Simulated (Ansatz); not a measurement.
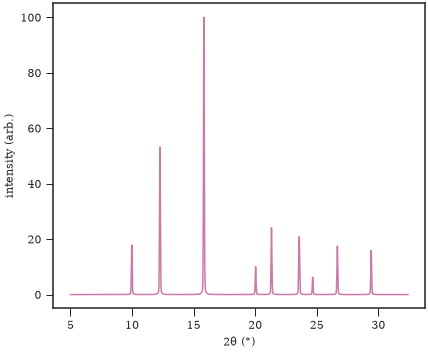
*Simulated powder pattern, Ag Kα, λ = 0.560885 Å*

The pattern belongs to a structure relaxed with plane-wave PAW PBE (Ansatz code).

Q: Which of these materials gives this?
A. BiB, rock salt
B. BP, P-6m2 (B on 1a, P on 1f)
C. TiB2, P6/mmm (Ti on 1a, B on 2d)
D. GePt, P6/mmm (Pt on 3f, Ge on 1a, Ge on 2d)

A: C, TiB2, P6/mmm (Ti on 1a, B on 2d)

The PBE relaxation kept the symmetry of its start. No spin polarisation was allowed.

Potentials: the later of the program's two PAW sets.
